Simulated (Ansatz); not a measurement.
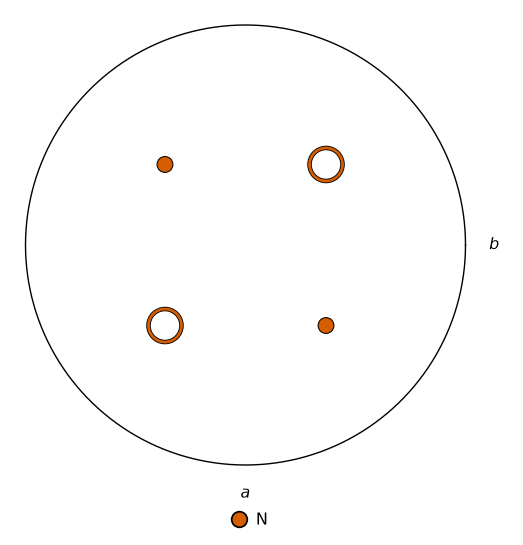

For BN, the input geometry of an electronic-structure calculation (not necessarily at equilibrium): directions from one boron atom at (0, 0, 0) to its bonded neighbours, in stereographic projection down c (filled: above the plane of the page or in it, open: below). The drawing is computed from the coordinates (standard cell, symmetry found to 0.002 Å).

Neighbours are counted up to 1.80 Å for N.

```
B N
1.0
     3.62600    0.00000    0.00000
     0.00000    3.62600    0.00000
     0.00000    0.00000    3.62600
B N
4 4
Cartesian
  0.0000 0.0000 0.0000
  0.0000 1.8130 1.8130
  1.8130 0.0000 1.8130
  1.8130 1.8130 0.0000
  0.9065 0.9065 0.9065
  0.9065 2.7195 2.7195
  2.7195 0.9065 2.7195
  2.7195 2.7195 0.9065
```

### How many neighbours are there, and at what angles?

4: 4 N at 1.57 Å. Angles between bonds: 109° (6×).

### What is the site's symmetry in the crystal?

Point group -43m (Td), order 24: three −4 axes, four threefold axes, six mirror planes. In F-43m (No. 216) this is Wyckoff position 4a.
